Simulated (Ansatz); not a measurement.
# Geometry relaxation, with input and output: AlSiNH₆O₂ (part 2 of 2)

The same run, continued: AlSiNH₆O₂; RKS B3LYP/6-31G (Ansatz 0.2.0). It belongs to a series of runs on one base structure; here: start relaxed.

Geometry of the input (Å):
```
Al 0.0000  0.0000  0.0000
O  0.0000  0.0000  1.7800
Si -1.3147  -0.4067  2.7436
H  -2.2390  -1.2403  1.9804
H  -0.8506  -1.1432  3.9157
H  -1.9987  0.8095  3.1733
N  1.6627  0.0000  -0.9600
H  2.1293  -0.9179  -1.2118
H  2.1141  0.9179  -1.2382
O  -1.5415  0.0000  -0.8900
H  -2.0512  -0.8467  -0.6815
```

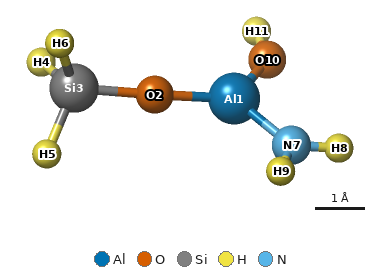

**Figure 1.** The geometry at step 10 of the log (ball-and-stick view, seen at a tilt; atoms are numbered from 1 in the order of the input).

### Trajectory as extended XYZ, continued
```
11
Properties=species:S:1:pos:R:3:forces:R:3 step=4 energy=-20157.67701
Al    0.0776   -0.0868   -0.1468   -0.3399  -0.3670  -0.1593
O    -0.1928   -0.2043    1.5538   -0.2173   0.1359   0.0320
Si   -1.3313   -0.4099    2.8093    0.0730  -0.0403   0.0018
H    -2.4825   -1.2585    2.3098    0.0300   0.0319   0.0650
H    -0.7060   -1.0996    3.9890    0.0118   0.0249  -0.0502
H    -1.8948    0.9137    3.2565    0.0359  -0.0130  -0.0074
N     1.6849    0.0682   -0.9083   -0.0021   0.1973  -0.0057
H     2.1669   -0.7062   -1.3414   -0.0051  -0.0066  -0.0921
H     2.2052    0.9299   -0.9967    0.0528  -0.0472   0.0677
O    -1.3709   -0.3302   -1.1054    0.0177  -0.1146   0.3827
H    -2.2459   -0.6438   -0.8082    0.3433   0.1986  -0.2345
11
Properties=species:S:1:pos:R:3:forces:R:3 step=5 energy=-20157.77538
Al    0.0498   -0.1332   -0.1713   -0.1985  -0.2138  -0.0943
O    -0.2903   -0.2237    1.5128   -0.1756   0.1237   0.0522
Si   -1.3311   -0.3980    2.8493    0.0636  -0.0265   0.0022
H    -2.5269   -1.2483    2.4747    0.0567   0.0413   0.0209
H    -0.6230   -1.0673    3.9940    0.0170   0.0257  -0.0448
H    -1.8439    0.9426    3.3071    0.0305  -0.0158  -0.0056
N     1.6813    0.0729   -0.8759    0.0811   0.1019  -0.0782
H     2.1053   -0.6362   -1.4662   -0.0631   0.2508   0.0128
H     2.2530    0.9091   -0.8036   -0.0548  -0.3023   0.0753
O    -1.3276   -0.3913   -1.2054    0.1507  -0.0274   0.1704
H    -2.2363   -0.6539   -1.0040    0.0923   0.0425  -0.1111
11
Properties=species:S:1:pos:R:3:forces:R:3 step=6 energy=-20157.87122
Al    0.0111   -0.1739   -0.1922   -0.0461  -0.0649  -0.0386
O    -0.3878   -0.2002    1.4780   -0.1583   0.0908   0.0939
Si   -1.3274   -0.3726    2.8875    0.1012  -0.0465  -0.0989
H    -2.5648   -1.1966    2.5954    0.0781   0.0632   0.0228
H    -0.5446   -1.0756    3.9638   -0.0029   0.0383  -0.0450
H    -1.7690    0.9729    3.3992    0.0221  -0.0161  -0.0053
N     1.6596    0.0811   -0.8480    0.2422   0.0528  -0.1068
H     2.0519   -0.5391   -1.5578   -0.1422   0.4273   0.1977
H     2.2826    0.8560   -0.6162   -0.2311  -0.5049  -0.0193
O    -1.2828   -0.4837   -1.2994    0.0304  -0.0310   0.0746
H    -2.2186   -0.6956   -1.1988    0.1065  -0.0090  -0.0752
11
Properties=species:S:1:pos:R:3:forces:R:3 step=7 energy=-20157.93028
Al   -0.0195   -0.1903   -0.2008    0.0819  -0.0564  -0.1036
O    -0.4430   -0.1782    1.4552   -0.1675   0.0621   0.2886
Si   -1.3176   -0.3558    2.9048    0.0744   0.0044  -0.1596
H    -2.5731   -1.1656    2.6558    0.0931   0.0442   0.0388
H    -0.4919   -1.0635    3.9467   -0.0158   0.0312  -0.0593
H    -1.7304    0.9910    3.4366    0.0275  -0.0185   0.0036
N     1.6388    0.0767   -0.8215    0.7448   0.1991  -0.3095
H     1.9851   -0.4258   -1.6575   -0.2575   0.6962   0.7660
H     2.3159    0.7653   -0.4470   -0.6153  -0.9049  -0.3872
O    -1.2538   -0.5462   -1.3497   -0.1968  -0.0556  -0.0078
H    -2.2002   -0.7349   -1.3110    0.2312  -0.0018  -0.0699
11
Properties=species:S:1:pos:R:3:forces:R:3 step=8 energy=-20158.03034
Al   -0.0694   -0.2104   -0.2253    0.0826  -0.0143  -0.0487
O    -0.5078   -0.1562    1.4256   -0.1263   0.0312   0.1045
Si   -1.2975   -0.3305    2.9161    0.0410   0.0130  -0.0383
H    -2.5737   -1.1184    2.7383    0.0333   0.0250   0.0244
H    -0.4241   -1.0650    3.8976   -0.0056   0.0219  -0.0285
H    -1.6485    1.0168    3.4889    0.0170  -0.0194  -0.0093
N     1.6044    0.0806   -0.7777    0.2402   0.0748  -0.1144
H     1.9413   -0.2869   -1.6669   -0.0699   0.2941   0.3024
H     2.3009    0.6431   -0.2893   -0.2639  -0.3860  -0.1902
O    -1.2372   -0.5983   -1.4298   -0.1180  -0.0404   0.0433
H    -2.1782   -0.8023   -1.4660    0.1697   0.0002  -0.0452
11
Properties=species:S:1:pos:R:3:forces:R:3 step=9 energy=-20158.08754
Al   -0.1063   -0.2325   -0.2450   -0.0609  -0.0152  -0.0317
O    -0.5840   -0.1618    1.3945   -0.0189  -0.0072   0.0163
Si   -1.2828   -0.3123    2.9279   -0.0071   0.0072  -0.0146
H    -2.5721   -1.0888    2.8363    0.0046   0.0119   0.0187
H    -0.3622   -1.0466    3.8642    0.0146   0.0117  -0.0098
H    -1.5841    1.0430    3.5063    0.0115   0.0005  -0.0023
N     1.5743    0.0824   -0.7455    0.1773   0.0582  -0.0244
H     1.9095   -0.1218   -1.6807   -0.0419   0.1104   0.1432
H     2.2910    0.4938   -0.1566   -0.1487  -0.1659  -0.1176
O    -1.2222   -0.6317   -1.4899   -0.0008  -0.0110   0.0414
H    -2.1507   -0.8511   -1.6001    0.0703  -0.0005  -0.0192
11
Properties=species:S:1:pos:R:3:forces:R:3 step=10 energy=-20158.10259
Al   -0.1506   -0.2712   -0.2383    0.2241   0.0733  -0.1481
O    -0.6352   -0.2181    1.3961   -0.0871  -0.0274  -0.1198
Si   -1.2791   -0.3014    2.9543    0.0712  -0.0306   0.1016
H    -2.5893   -1.0501    2.9476    0.0491   0.0198   0.0215
H    -0.3053   -1.0136    3.8559   -0.0696  -0.0155   0.0199
H    -1.5153    1.0756    3.5105   -0.0226   0.0140  -0.0213
N     1.5280    0.0861   -0.7217    0.1139   0.0392   0.1002
H     1.8396    0.0656   -1.6849   -0.0534  -0.0052   0.1042
H     2.2700    0.3335   -0.0799   -0.0485  -0.0213  -0.0715
O    -1.1737   -0.6497   -1.5562   -0.2445  -0.0614   0.0122
H    -2.0787   -0.8841   -1.7721    0.0674   0.0150   0.0011
11
Properties=species:S:1:pos:R:3:forces:R:3 step=11 energy=-20158.10827
Al   -0.1658   -0.2769   -0.2560    0.1426   0.0451  -0.0816
O    -0.6554   -0.2340    1.3769   -0.0686  -0.0191  -0.1246
Si   -1.2641   -0.2997    2.9479    0.0203  -0.0384   0.1225
H    -2.5739   -1.0459    2.9737    0.0263   0.0081   0.0228
H    -0.2809   -1.0063    3.8435   -0.0475  -0.0079   0.0120
H    -1.4924    1.0827    3.4933   -0.0114   0.0212  -0.0154
N     1.5200    0.0856   -0.6982    0.1051   0.0355   0.0119
H     1.8537    0.0764   -1.6533   -0.0272  -0.0050   0.0659
H     2.2453    0.3278   -0.0376   -0.0158  -0.0105  -0.0332
O    -1.1872   -0.6513   -1.5758   -0.1890  -0.0443   0.0124
H    -2.0890   -0.8858   -1.8029    0.0652   0.0152   0.0073
11
Properties=species:S:1:pos:R:3:forces:R:3 step=12 energy=-20158.11401
Al   -0.1631   -0.2789   -0.2722   -0.0402  -0.0119  -0.0133
O    -0.6792   -0.2626    1.3551   -0.0063  -0.0147  -0.0073
Si   -1.2584   -0.3046    2.9418   -0.0144   0.0055  -0.0114
H    -2.5691   -1.0442    3.0049    0.0047   0.0045   0.0056
H    -0.2776   -1.0059    3.8417    0.0069   0.0014   0.0052
H    -1.4755    1.0920    3.4582    0.0035  -0.0025   0.0046
N     1.5275    0.0927   -0.6881    0.0312   0.0110   0.0087
H     1.8746    0.0908   -1.6367    0.0056   0.0021  -0.0024
H     2.2434    0.3275   -0.0156   -0.0016  -0.0019  -0.0078
O    -1.2056   -0.6486   -1.5784    0.0091   0.0060   0.0145
H    -2.1066   -0.8857   -1.7992    0.0015   0.0005   0.0036
11
Properties=species:S:1:pos:R:3:forces:R:3 step=13 energy=-20158.11401
Al   -0.1631   -0.2789   -0.2721   -0.0392  -0.0122  -0.0182
O    -0.6793   -0.2626    1.3550   -0.0076  -0.0146  -0.0032
Si   -1.2584   -0.3045    2.9417   -0.0146   0.0054  -0.0108
H    -2.5690   -1.0442    3.0049    0.0047   0.0045   0.0056
H    -0.2775   -1.0058    3.8415    0.0069   0.0015   0.0052
H    -1.4754    1.0921    3.4581    0.0035  -0.0025   0.0046
N     1.5274    0.0927   -0.6879    0.0315   0.0111   0.0084
H     1.8745    0.0908   -1.6366    0.0057   0.0021  -0.0023
H     2.2433    0.3275   -0.0154   -0.0018  -0.0019  -0.0079
O    -1.2055   -0.6486   -1.5784    0.0102   0.0064   0.0149
H    -2.1065   -0.8857   -1.7994    0.0008   0.0004   0.0036
11
Properties=species:S:1:pos:R:3:forces:R:3 step=14 energy=-20158.11435
Al   -0.1657   -0.2831   -0.2757   -0.0099  -0.0021   0.0060
O    -0.6872   -0.2755    1.3501   -0.0026  -0.0040  -0.0046
Si   -1.2575   -0.3051    2.9401   -0.0012  -0.0043   0.0011
H    -2.5690   -1.0411    3.0168    0.0010   0.0012   0.0024
H    -0.2720   -1.0017    3.8393    0.0011   0.0011  -0.0001
H    -1.4681    1.0943    3.4514    0.0019   0.0037  -0.0014
N     1.5266    0.0939   -0.6839   -0.0085  -0.0017   0.0005
H     1.8775    0.0983   -1.6311    0.0057   0.0022  -0.0028
H     2.2391    0.3246   -0.0070    0.0137   0.0036   0.0044
O    -1.2063   -0.6466   -1.5840   -0.0082  -0.0016  -0.0075
H    -2.1070   -0.8853   -1.8046    0.0069   0.0020   0.0022
11
Properties=species:S:1:pos:R:3:forces:R:3 step=15 energy=-20158.11436
Al   -0.1746   -0.2916   -0.2816    0.0161   0.0072   0.0247
O    -0.7043   -0.2979    1.3418    0.0025  -0.0050  -0.0043
Si   -1.2530   -0.3066    2.9398   -0.0007   0.0021  -0.0138
H    -2.5668   -1.0351    3.0431    0.0039   0.0014   0.0034
H    -0.2576   -0.9963    3.8343   -0.0056   0.0060  -0.0022
H    -1.4499    1.1019    3.4323    0.0008  -0.0052   0.0092
N     1.5207    0.0953   -0.6722    0.0622   0.0163   0.0235
H     1.8799    0.1152   -1.6172   -0.0099  -0.0009   0.0436
H     2.2292    0.3174    0.0154   -0.0662  -0.0199  -0.0711
O    -1.2075   -0.6444   -1.5980   -0.0116  -0.0049  -0.0162
H    -2.1059   -0.8852   -1.8261    0.0085   0.0029   0.0031
11
Properties=species:S:1:pos:R:3:forces:R:3 step=16 energy=-20158.11453
Al   -0.1731   -0.2896   -0.2806    0.0067   0.0007   0.0016
O    -0.7017   -0.2933    1.3427   -0.0066  -0.0011   0.0054
Si   -1.2545   -0.3060    2.9392    0.0052  -0.0009   0.0098
H    -2.5669   -1.0371    3.0402    0.0002   0.0030  -0.0044
H    -0.2611   -0.9955    3.8354    0.0020  -0.0020  -0.0046
H    -1.4526    1.0995    3.4396   -0.0036   0.0007  -0.0045
N     1.5216    0.0947   -0.6744    0.0066   0.0022   0.0001
H     1.8800    0.1103   -1.6190   -0.0043  -0.0014   0.0040
H     2.2300    0.3195    0.0095   -0.0076  -0.0019  -0.0050
O    -1.2063   -0.6448   -1.5968    0.0014   0.0001  -0.0036
H    -2.1049   -0.8851   -1.8241    0.0000   0.0005   0.0013
```
